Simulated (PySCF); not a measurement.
# [MoO2]+: quartet, from a end-on start

Where does quartet [MoO2]+ go from a end-on start, is the end point a minimum, and what are its modes, charges and moments?

Program: PySCF 2.14.0. Level of theory: PBE, basis Mo def2-TZVP with ECP28, O def2-TZVP, scalar-relativistic core potentials, no spin–orbit coupling, density fitting. These are calculated values, not measurements.

## (1) The system as given

3 atoms, charge 1, spin multiplicity 4.

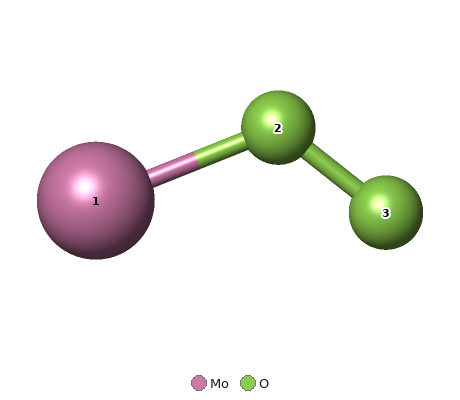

As it starts; molybdenum pink, oxygen green; atoms are numbered from 1 in the order of the file.

```xyz
3
charge 1 multiplicity 4
Mo    0.0000    0.0000    0.0000
O     0.0000    0.0000    2.0703
O     1.2528    0.0000    2.7903
```

## (2) The SCF at the typed geometry

The steps below are one call of a driver around PySCF. For each, scf.py gives the equivalent set-up of the SCF; relaxations use the driver's own optimiser. After this first run the driver tries any further starts and a stability analysis.

File scf.py:

```python
from pyscf import gto, scf, dft
mol = gto.M(atom='''
Mo     0.000000     0.000000     0.000000
O      0.000000     0.000000     2.070300
O      1.252800     0.000000     2.790300''',
    basis={'Mo': 'def2-TZVP', 'O': 'def2-TZVP'},
    ecp={'Mo': 'def2-TZVP'},
    charge=1, spin=3)
mf = dft.UKS(mol, xc='PBE')
mf.grids.atom_grid = (50, 194)
aux = {'Mo': 'def2-universal-JKFIT', 'O': 'def2-universal-JKFIT'}
mf = mf.density_fit(auxbasis=aux)
mf.conv_tol = 1e-08
mf.diis_space = 10
mf.max_cycle = 60
mf.init_guess = 'minao'
mf.verbose = 4
mf.kernel()
```

The run is started by

```
OMP_NUM_THREADS=2 python axn.py task.json out
```

Further steps of the session: End-on start, quartet: relaxation; Vibrations and properties at this point.

**Question.** What will these runs give? Wanted: minimum; geometry; wavenumbers; dipole moment; highest occupied, lowest empty level; polar-tensor charge of Mo1; zero-point energy; ⟨S²⟩.

The runs gave:

| quantity | value |
| --- | --- |
| minimum | quartet, C∞v |
| geometry | Mo–O 1.791 Å, O–O 1.236 Å; Mo–O–O 180.0° |
| wavenumbers (cm⁻¹) | 188 (π), 495 (σ+), 1421 (σ+) |
| dipole moment (centre of mass) | 3.96 D |
| highest occupied, lowest empty level (either spin) | -11.76, -10.02 eV |
| polar-tensor charge of Mo1 | +0.99 e |
| zero-point energy | 13.7 kJ/mol |
| entropy at 298.15 K | 273.8 J/(mol K) |
| ⟨S²⟩ | 4.202 |

**Reading.** From Cs at the start the molecule goes to a C∞v minimum. The determinant is spin-contaminated (⟨S²⟩ = 4.20 against 3.75), so it is no pure spin state. The strongest infrared band lies at 1421 cm⁻¹ (σ+). Most of the spin sits on Mo1 (Mulliken spin 3.87, against 3 for the whole molecule). Only this shape and spin were tried, so other structures or states may lie lower. Open d and f shells are described by one determinant, and the ground state may have another occupation or spin.
